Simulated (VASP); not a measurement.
Band structure of Ho (hcp). All values below come from PBE GGA, VASP's PBE PAW potentials (set 64) (plane waves; VASP).

The 4f electrons are frozen in the core of the lanthanide potential, so 4f levels, which can set the real gap, and their magnetism are missing.

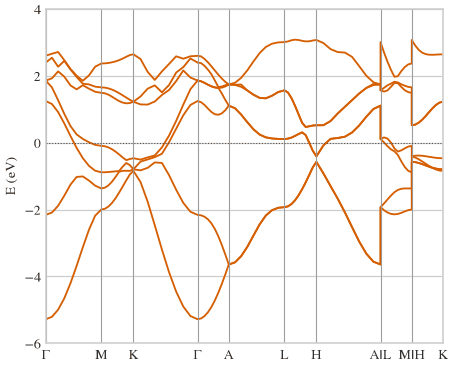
Figure: Bands along high-symmetry lines, zero at the valence-band maximum or, without a gap, the Fermi level

Read the plot: is there a gap, and where are the band edges?

It has no gap at this level: it comes out as a metal or semimetal. (Edges off the drawn lines would not show.)

The compound is Ho in the hcp structure. It was relaxed first.
